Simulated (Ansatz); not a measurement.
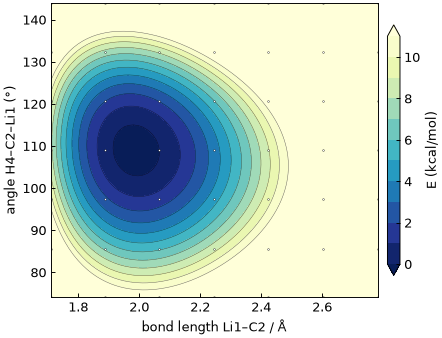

C2H5Li, SMILES [Li][CH2]C. First axis: bond length Li1–C2. Second axis: angle H4–C2–Li1. Nothing is relaxed (all other coordinates rigid). Grid: 7 × 7 points. Points are written as (first, second). Energies: kcal/mol, counted from the lowest grid point. Level of theory: Ansatz 0.2.0, RKS wB97X-V/def2-TZVP.

In the figure: filled contours, dots at the grid points, one colour for all values above the top of the scale. Between grid points the surface is interpolated.

> Where is the minimum, and how stiff is the well along each coordinate?

The interpolated minimum is at bond length Li1–C2 ≈ 1.986 Å, angle H4–C2–Li1 ≈ 109.0°. The curvatures there are about 7.2 eV/Å² and 3.7 eV/rad², with a cross term of about 0.5 eV/(Å·rad). Round the minimum the two coordinates are weakly coupled (coupling 0.09 in units of the two stiffnesses). (1 eV is 23.1 kcal/mol.)
